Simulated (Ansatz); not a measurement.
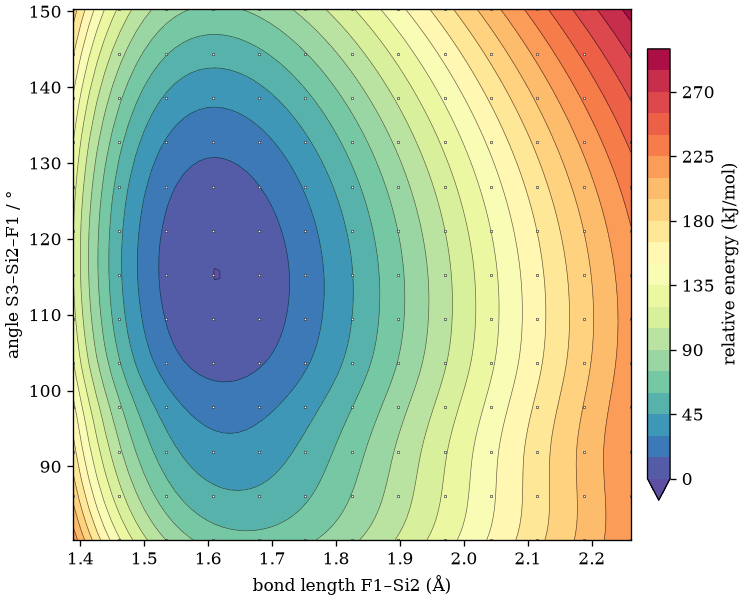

FH2SSi, SMILES F[SiH2][S], spin multiplicity 2. The first coordinate is: bond length F1–Si2; the second: angle S3–Si2–F1. Nothing is relaxed (all other coordinates rigid). The scan uses a 13 × 13 grid. Points are written as (first, second). All energies are given in kJ/mol relative to the lowest grid point. Theory: UKS PBE-D4/def2-TZVP in Ansatz 0.2.0.

In the figure: filled contours, dots at the grid points. Between grid points the surface is interpolated.

The lowest grid point is at (1.607 Å, 115.3°). It is the only kind of minimum in the scanned range. The highest grid point, (2.261 Å, 150.3°), lies 290 kJ/mol above the lowest. Round the minimum the two coordinates are weakly coupled (coupling 0.07 in units of the two stiffnesses).

The level of theory is changed to UHF/def2-TZVP in Ansatz 0.2.0; with it change the reference geometry, relaxed at the new level; the new grid has 15 × 15 points, laid about the new relaxed structure.

What will the new map look like?

Answer. The minimum (interpolated where it lies between grid points) moves from about (1.615 Å, 115°) to about (1.572 Å, 112°). The curvature at the minimum changes from about 31 to 39 eV/Å² along bond length F1–Si2 and from about 4.7 to 5.8 eV/rad² along angle S3–Si2–F1.

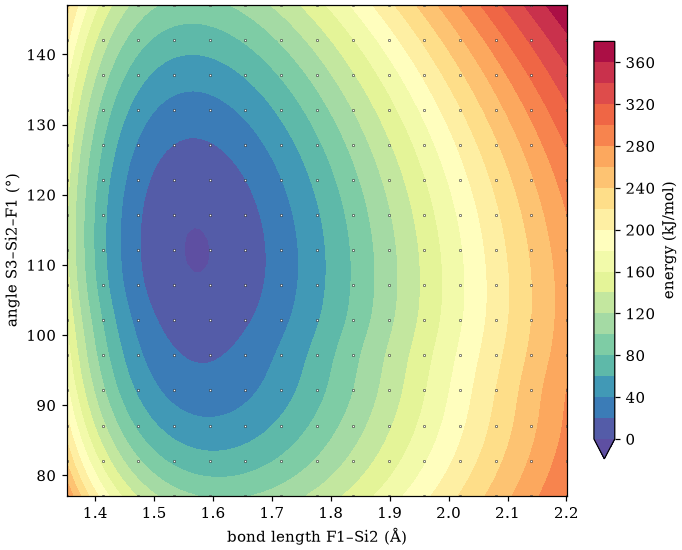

The map after the change, on a colour scale of its own. Drawn: filled contours, dots at the grid points. Between grid points the surface is interpolated.
